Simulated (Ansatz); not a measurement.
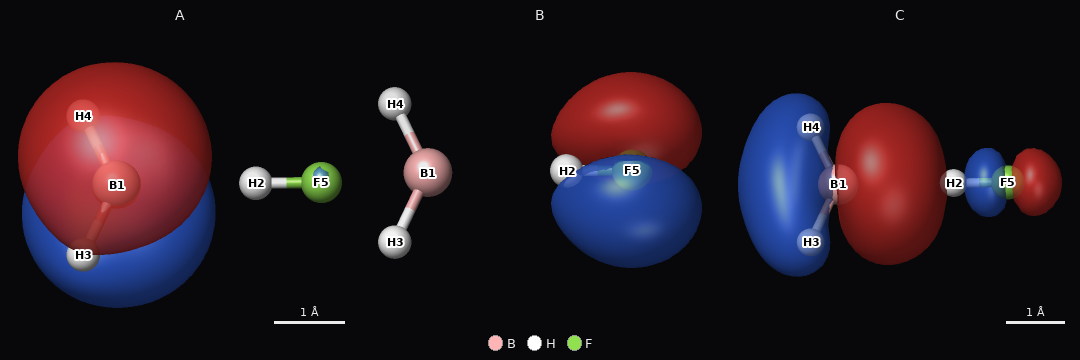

BH2···HF (doublet). Three frontier orbitals at ±0.1 Å⁻³ᐟ² (blue and red are the two phases), in no order.

These are results of Ansatz, UKS PBE0-D4/def2-SVP, not measurements.

```xyz
5

B    -0.0001    0.0000   -0.2141
H    -0.0003    0.0000    1.7836
H     1.1019    0.0000   -0.6913
H    -1.1020    0.0000   -0.6917
F     0.0004    0.0000    2.7235
```

**Which picture is the HOMO−1, the HOMO and the LUMO? All are α orbitals.**

B is the HOMO−1 (α) (−10.33 eV). By Hirshfeld shares it lies mainly on F5 (about 95 %); it is symmetric in the molecular plane (an in-plane orbital: σ, lone-pair or in-plane π type); largely a lone pair of F5. C is the HOMO (α) (−7.20 eV). By Hirshfeld shares it lies mainly on B1 (about 65 %), H2 (about 10 %), F5 (about 10 %), H3 (about 10 %) and H4 (about 10 %); it is symmetric in the molecular plane (an in-plane orbital: σ, lone-pair or in-plane π type). A is the LUMO (α) (−3.01 eV). By Hirshfeld shares it lies mainly on B1 (about 80 %), H3 (about 10 %) and H4 (about 10 %); it changes sign across the molecular plane (π type).

**What is the gap between the highest occupied and lowest empty α orbitals?**

4.19 eV between the orbital energies.
